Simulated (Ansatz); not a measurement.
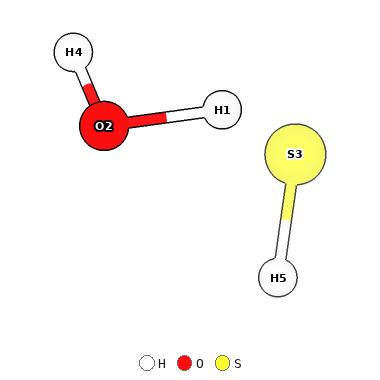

The system is the reacting system H₃OS (fragments H₂O + HS where the first distance is long, H₂S + HO where the second is long), spin multiplicity 2; the picture shows the reference structure. First axis: distance H1–S3 (bond that forms). Second axis: distance H1–O2 (bond that breaks). Relaxed at each point: all other coordinates. Grid: 13 × 13 points. Points are written as (first, second). Energies: kJ/mol, counted from the lowest grid point. Energies and slopes of some neighbouring points disagree (a jump in structure or state, or too coarse a mesh). In part of the range the unrestricted reference is strongly spin-contaminated. Method: UKS PBE0-D4/def2-SVP in Ansatz 0.2.0.

Its coordinates:

```xyz
5

H     0.0263   -0.6490    0.3769
O     0.0867   -0.8552   -0.8674
S    -0.2518    1.0184    0.9785
H    -0.8610   -0.8549   -1.0735
H     0.9998    1.3407    0.5853
```

Range: distance H1–S3 (bond that forms) from 1.224 to 2.424 Å; distance H1–O2 (bond that breaks) from 0.873 to 2.673 Å.

What will the energy surface look like?

Answer. The lowest grid point is at (2.424 Å, 0.954 Å). It lies in a valley that leaves the map towards separated partners. Other grid points that lie below all their neighbours: (1.352 Å, 2.487 Å) (106 kJ/mol higher). The highest grid point, (2.424 Å, 2.487 Å), lies 437 kJ/mol above the lowest.

```csv
"second ↓, first →",1.224,1.278,1.352,1.436,1.528,1.626,1.729,1.836,1.947,2.062,2.179,2.300,2.424
2.673,131,113,106,115,138,171,211,255,300,345,235,232,231
2.487,131,113,106,115,138,171,211,255,300,344,384,415,437
2.306,131,113,106,115,138,171,210,253,297,340,379,409,430
2.129,133,115,107,115,137,169,208,249,292,333,370,398,419
1.957,135,117,108,115,135,166,203,242,282,320,353,380,399
1.791,139,119,109,113,132,159,193,229,264,297,325,348,365
1.630,145,123,110,111,125,148,176,205,234,259,279,296,308
1.476,155,129,111,106,113,128,148,168,187,204,217,227,234
1.329,171,139,112,98,95,100,109,119,129,137,144,149,153
1.191,195,155,117,92,76,69,67,67,69,71,73,74,76
1.065,235,185,135,96,68,49,37,29,24,21,20,19,18
0.954,304,243,180,129,90,61,40,26,16,9,4,2,0
0.873,393,324,252,191,144,108,81,62,49,40,34,30,27
```

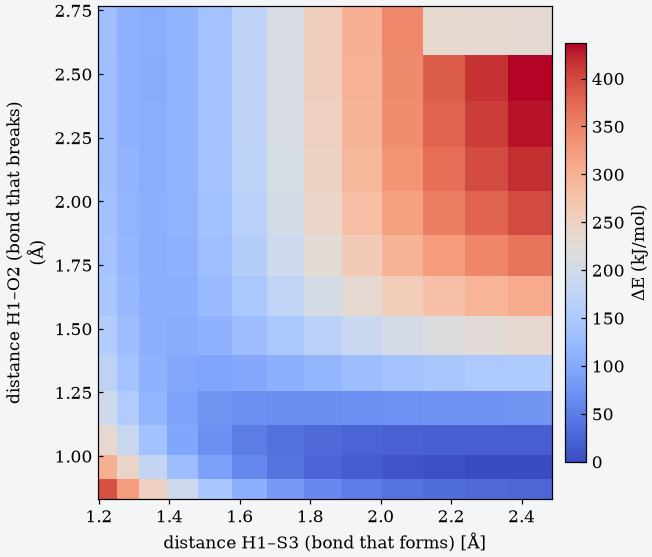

The picture shows one coloured cell a grid point.

Each point was launched as `ansatz run input.yaml --threads 1 --pin off --max-ram 2560MiB --backend cpu --events-out ev --progress --plain --runs-dir out`. Time for the 169 points that were run: 33 min on 1 thread of Arm Neoverse V1 (shared host).
